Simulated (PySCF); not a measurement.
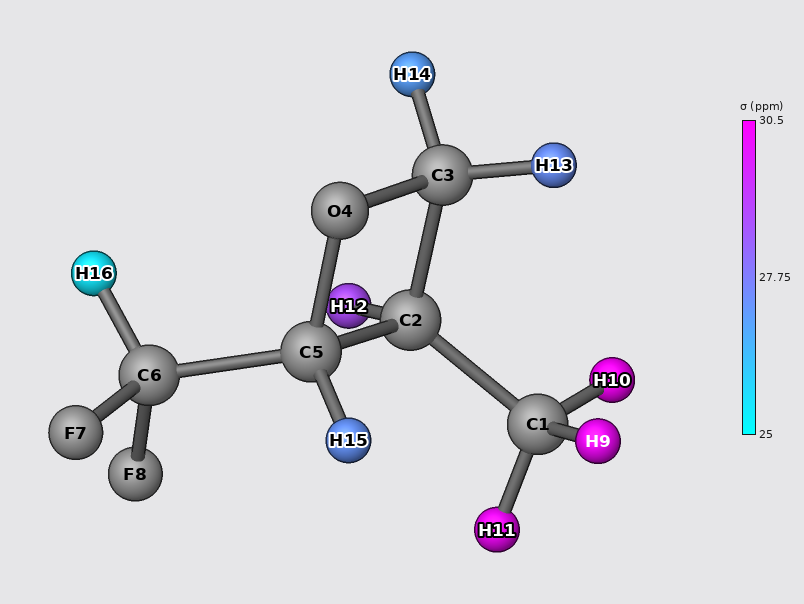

Atoms are coloured by their isotropic NMR shieldings (H only, the others grey). Geometry: an end point of a reaction path computed with GFN2-xTB. Properties computed with GIAO PBE0/pcSseg-1 NMR shielding, non-relativistic, gas phase (PySCF 2.14.0).

Give the isotropic NMR shieldings of the H atoms atom by atom.

```tsv
atom	σ (ppm)
H9	30.31
H10	30.46
H11	30.31
H12	28.81
H13	27.34
H14	26.98
H15	27.24
H16	25.46
```
